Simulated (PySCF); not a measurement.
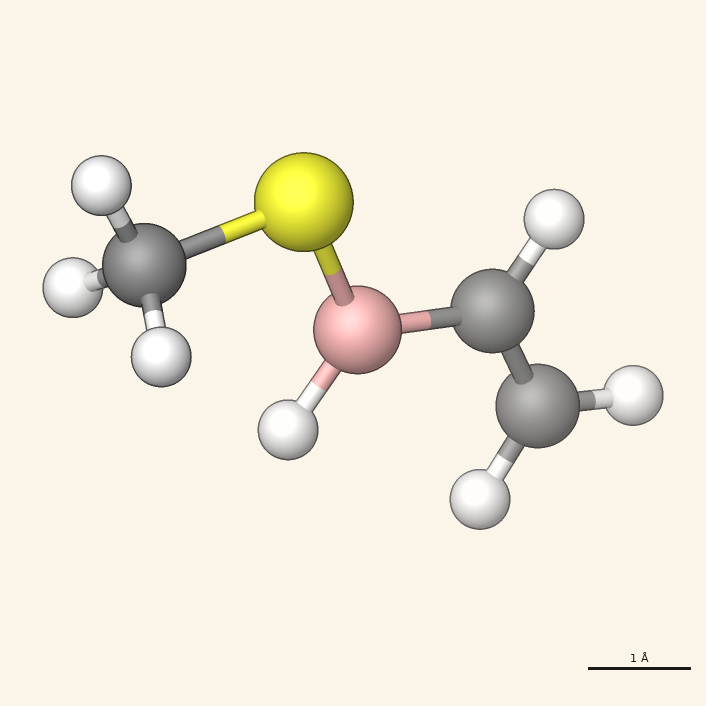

Every bond is drawn as one stick, whatever its order. Colours: carbon grey, boron pink, sulfur yellow, hydrogen white.

Describe the molecule.

It has 12 atoms: 3 carbon, 7 hydrogen, 1 boron and 1 sulfur (C₃H₇BS). As SMILES it reads `C=CBSC`. It has no ring. Among its groups: alkene, B–H bond. Coordination: 2 C trigonal planar; 1 B trigonal planar; 1 S bent; 1 C tetrahedral.

The parts below concern this one geometry. Atoms keep their numbers from picture to picture. The geometry was computed by an optimisation with PBE0-D3(BJ)/def2-SVP. No frequency run is at hand to confirm it as a minimum.

**Shape**

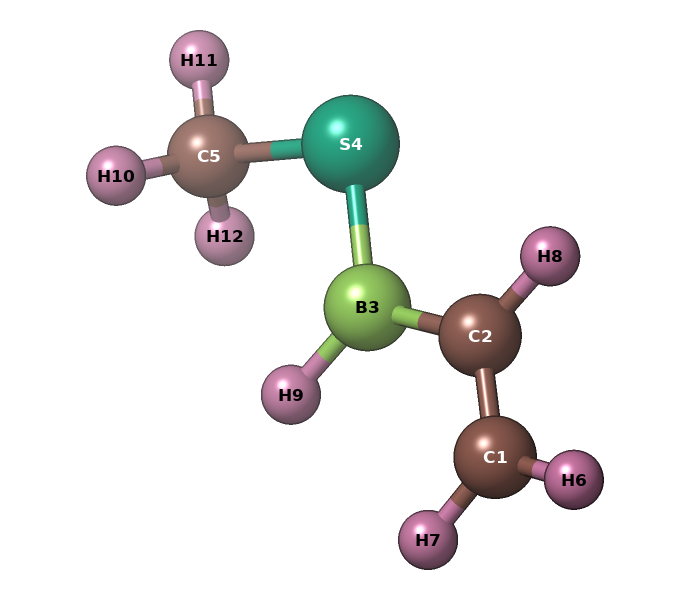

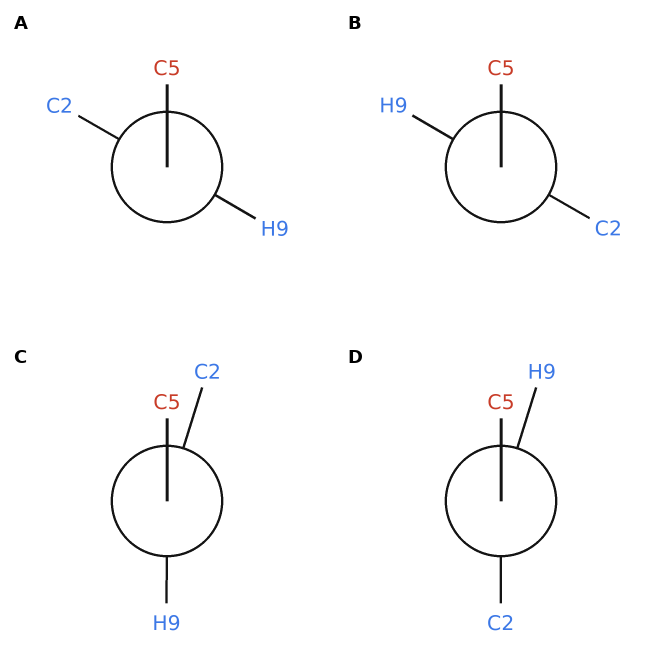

Atoms fade into the background with distance from the viewer. Bonds that would overlap in a projection are set slightly apart. No frequency run is at hand to confirm it as a minimum.

Which Newman projection shows the view along S4–B3, with S4 in front?

D. The torsion angle C5–S4–B3–C2 is 180°, antiperiplanar (anti).

**Dipole moment**

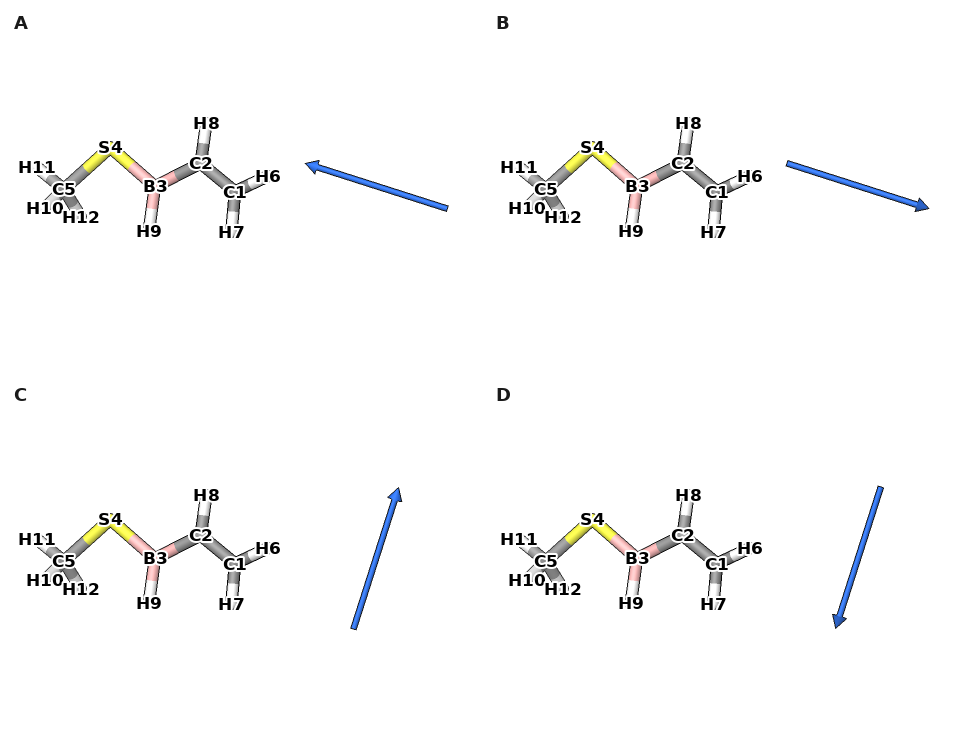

The same molecule four times, each with an arrow. No frequency run is at hand to confirm it as a minimum. Method: LC-wPBE/pcSseg-2, gas phase (PySCF 2.14.0).

Which arrow points along the dipole moment, from the negative to the positive end?

D. The dipole moment is 1.09 D; it points from the side of H8 to the side of H10, H12 (the outermost atoms at the two ends).

**Charges**

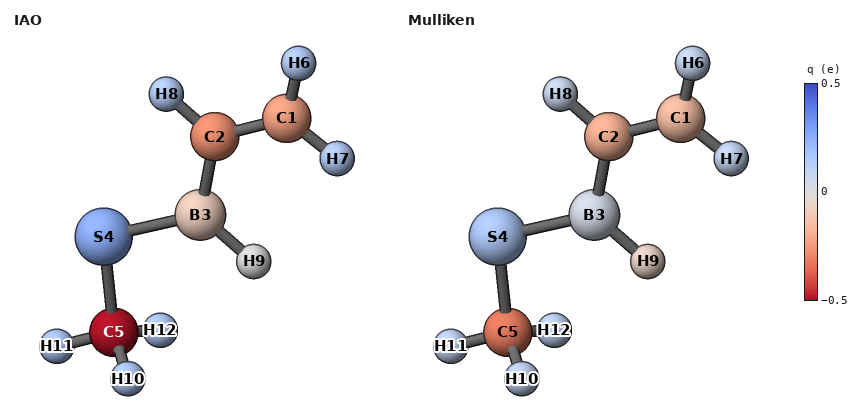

Atomic charges of one calculation by 2 schemes, on one colour scale. No frequency run is at hand to confirm it as a minimum. Method: PBE0/STO-3G (PySCF 2.14.0).

Which scheme gives the most polar picture (largest mean size of the charges)?

The IAO charges are the largest in size here.

On which atom do the schemes disagree most?

On C5 (from −0.48 to −0.31 e).

List the charges (e), one line for each set of equivalent atoms.

```json
{"atom": "C1", "IAO": "−0.22", "Mulliken": "−0.14"}
{"atom": "C2", "IAO": "−0.26", "Mulliken": "−0.18"}
{"atom": "B3", "IAO": "−0.08", "Mulliken": "0.03"}
{"atom": "S4", "IAO": "0.24", "Mulliken": "0.14"}
{"atom": "C5", "IAO": "−0.48", "Mulliken": "−0.31"}
{"atom": "H6", "IAO": "0.13", "Mulliken": "0.08"}
{"atom": "H7", "IAO": "0.13", "Mulliken": "0.08"}
{"atom": "H8", "IAO": "0.13", "Mulliken": "0.07"}
{"atom": "H9", "IAO": "0.00", "Mulliken": "−0.06"}
{"atom": "H10", "IAO": "0.14", "Mulliken": "0.09"}
{"atom": "H11", "IAO": "0.14", "Mulliken": "0.09"}
{"atom": "H12", "IAO": "0.14", "Mulliken": "0.09"}
```

**Bond orders**

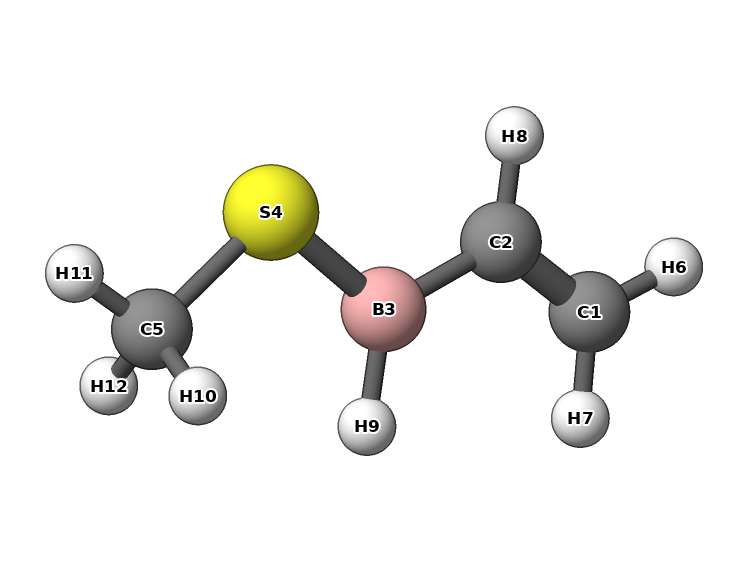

The thickness of each stick grows with its Mayer bond order. No frequency run is at hand to confirm it as a minimum. Computed with PBE0/STO-3G (PySCF 2.14.0).

Which bond has the highest Mayer bond order?

C1–C2, 1.89, at a length of 1.344 Å.

List the Mayer bond orders of C1–C2, C1–H6, C1–H7, C2–B3, C2–H8, B3–S4, B3–H9, S4–C5, C5–H10, C5–H11, C5–H12.

```json
{"bond": "C1–C2", "Mayer order": "1.89", "length (Å)": "1.344"}
{"bond": "C1–H6", "Mayer order": "0.97", "length (Å)": "1.096"}
{"bond": "C1–H7", "Mayer order": "0.97", "length (Å)": "1.096"}
{"bond": "C2–B3", "Mayer order": "1.07", "length (Å)": "1.546"}
{"bond": "C2–H8", "Mayer order": "0.96", "length (Å)": "1.098"}
{"bond": "B3–S4", "Mayer order": "1.42", "length (Å)": "1.775"}
{"bond": "B3–H9", "Mayer order": "0.97", "length (Å)": "1.210"}
{"bond": "S4–C5", "Mayer order": "0.98", "length (Å)": "1.815"}
{"bond": "C5–H10", "Mayer order": "0.97", "length (Å)": "1.098"}
{"bond": "C5–H11", "Mayer order": "0.98", "length (Å)": "1.098"}
{"bond": "C5–H12", "Mayer order": "0.97", "length (Å)": "1.097"}
```

**NMR shielding**

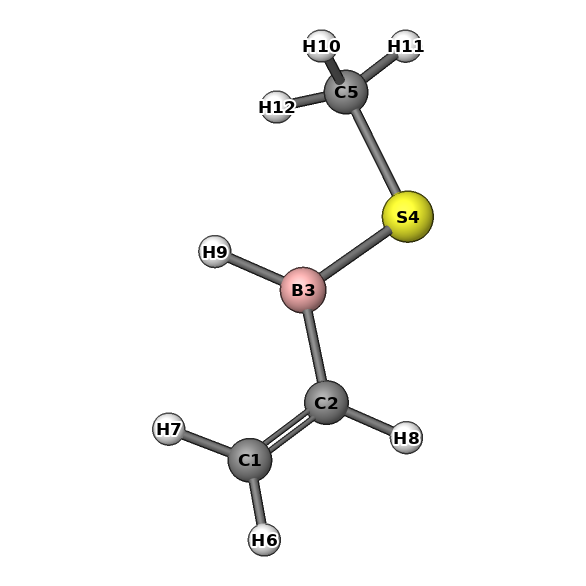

The questions are on isotropic NMR shieldings of the H atoms. No frequency run is at hand to confirm it as a minimum. Level of theory: GIAO PBE0/STO-3G NMR shielding, non-relativistic, gas phase (PySCF 2.14.0).

Which H atom is the most shielded (lowest chemical shift)?

H11 (31.21 ppm).

Which H atom is the least shielded (highest chemical shift)?

H8 (25.96 ppm).

How wide is the range of H shifts?

5.25 ppm.

Give the isotropic NMR shieldings of the H atoms atom by atom.

```tsv
atom	σ (ppm)
H6	26.52
H7	26.56
H8	25.96
H9	26.42
H10	31.05
H11	31.21
H12	31.02
```

Mulliken values depend strongly on the basis set and can even reverse the polarity of a bond.
